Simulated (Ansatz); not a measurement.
**C2H6OSi: density, localisation and related maps**

```xyz
10

O    -0.8183    1.5955   -0.2691
C     0.0835    1.0534    0.6661
C     1.4852    1.3328    0.2350
Si    2.6959    2.1479    1.1341
H    -1.6971    1.2679   -0.0537
H    -0.0453   -0.0483    0.7414
H    -0.0925    1.4546    1.6860
H     1.7324    0.9863   -0.7760
H     2.4593    2.6613    2.5087
H     4.0798    2.3095    0.6234
```

All numbers below come from Ansatz, RKS PBE0/def2-SVP.

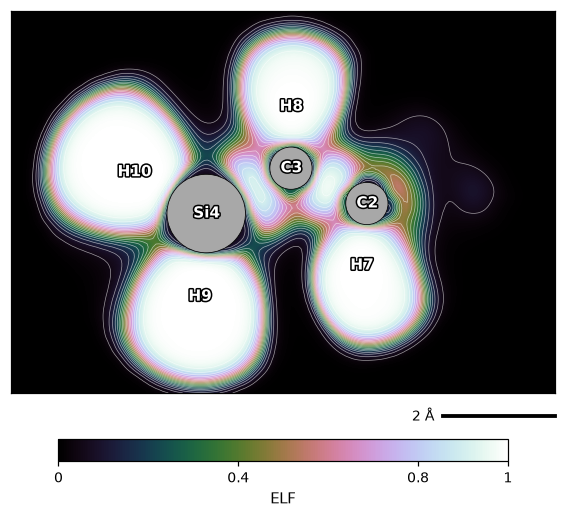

Figure 1. Electron localisation function on the plane of atoms C3, C2 and H7. Grey discs cover the atomic cores.

Question: What do the fields say about this system?

Answer: The plane passes through C, Si and H nuclei.
C–C (1.49 Å): the ELF peaks at about 0.95 between the atoms: a covalent bond.
C–Si (1.71 Å): the ELF peaks at about 0.90 between the atoms, as expected for a covalent bond.
C–H (1.10 Å): the ELF climbs to about 1 towards the hydrogen, as it does in any bond to H; a covalent bond by its length.
Si–H (1.48 Å): the ELF climbs to about 1 towards the hydrogen.

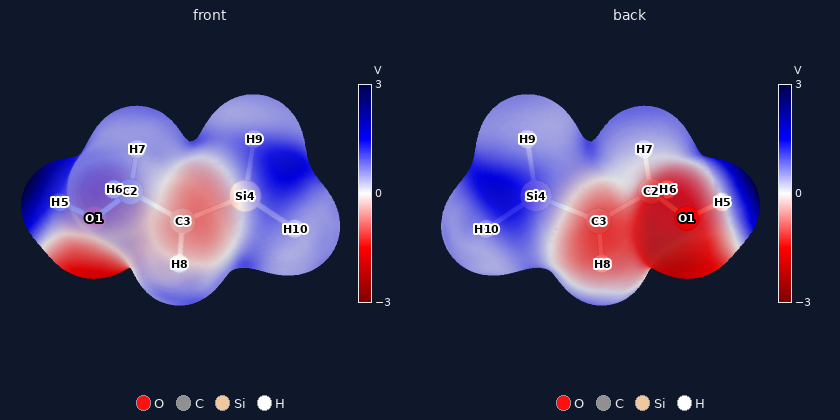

Figure 2. The electrostatic potential painted on the density surface at 0.004 e/bohr³, seen from the front and from behind; the colour scale runs from red (negative) to blue (positive).

Question: Which sites attract a positive test charge, and which a negative one?

Answer: A positive charge is drawn to the negative regions and a negative charge to the positive ones. The most negative region (about −2.1 V, or −48 kcal/mol for a unit charge) lies over O1, the most positive (about +2.9 V, or +67 kcal/mol for a unit charge) over H5. O1 is the likeliest acceptor of a hydrogen bond.

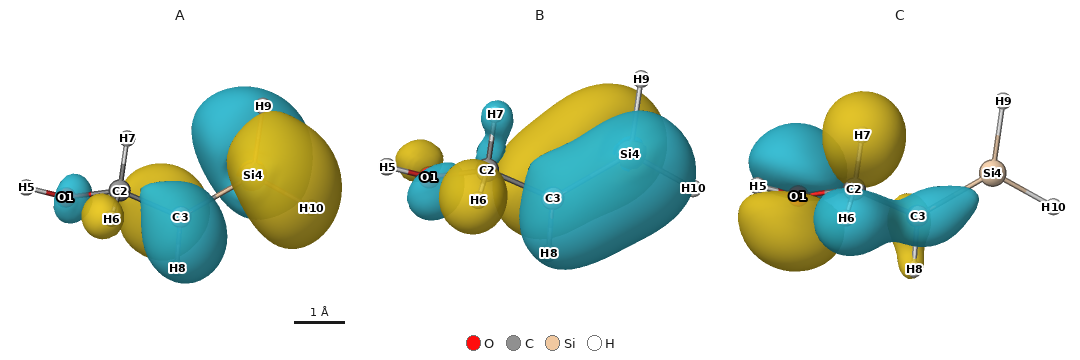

Figure 3. Three frontier orbitals at ±0.1 Å⁻³ᐟ² (yellow and cyan are the two phases), in no order.

Question: Order the three orbitals by energy and name them.

Answer: C is the HOMO−1 (−7.62 eV). By Hirshfeld shares it lies mainly on O1 (about 65 %), C2 (about 10 %) and H7 (about 10 %). B is the HOMO (−6.33 eV). By Hirshfeld shares it lies mainly on Si4 (about 40 %), C3 (about 40 %) and C2 (about 5 %); π-bonding across Si4–C3. A is the LUMO (−1.04 eV). It lies mainly on Si4 (about 55 %) and C3 (about 25 %); π-antibonding (π*) across Si4–C3.

Question: What is the HOMO–LUMO gap?

Answer: 5.29 eV between the orbital energies.
